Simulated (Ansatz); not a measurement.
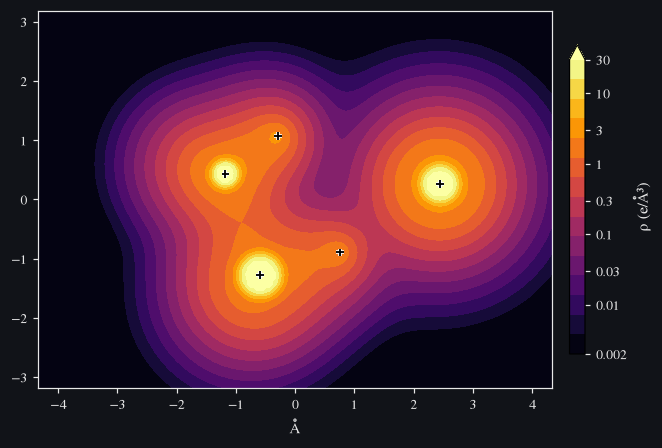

The electron density on a plane through atoms (crosses mark nuclei in the plane).

These are results of RKS PBE0-D4/def2-TZVPPD in Ansatz, not measurements.

Candidates:
A. Cl···NH3 (charge −1)
B. Cl···CH4S (charge −1)
C. HCN···H2Te

### Which system is this?

Candidate B: Cl···CH4S on the plane of atoms S3, C2 and H6, which holds Cl, C, S and H. Cl1···H7 (2.05 Å): the density falls to about 0.28 e/Å³ on the way. C–S (1.81 Å): ρ is about 1.2 e/Å³ halfway.
